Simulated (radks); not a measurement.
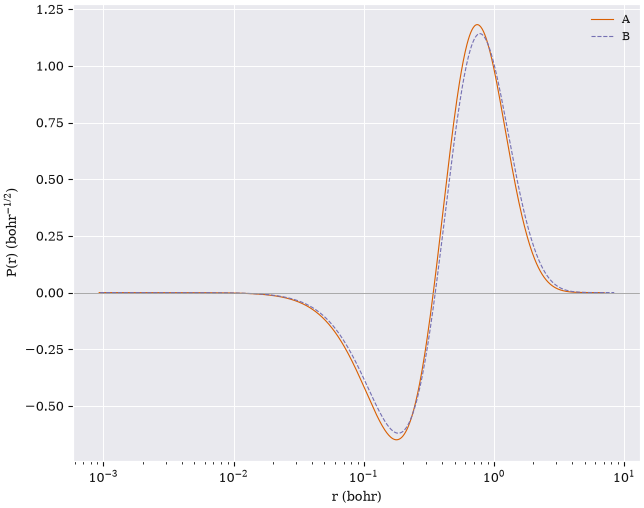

Two nuclei with the same 53 electrons, [Kr] 4d10 5s2 5p5 (5p1/2: 2, 5p3/2: 3), were computed: I; Z = 54.2 with 53 electrons. All numbers are computed, not measured: Dirac Kohn-Sham, PBE, spin-unpolarised, spherical densities, finite nucleus (the in-house radial solver radks).

The plot shows P(r) = r R(r) of the 4d5/2 orbital in both runs (large components where relativistic).

Assign A and B.

Answer. A is Z = 54.2 with 53 electrons (⟨r⟩ = 0.872 bohr, eigenvalue −72.6 eV); B is I (⟨r⟩ = 0.926 bohr, eigenvalue −49.4 eV). The larger nuclear charge pulls the orbital in.
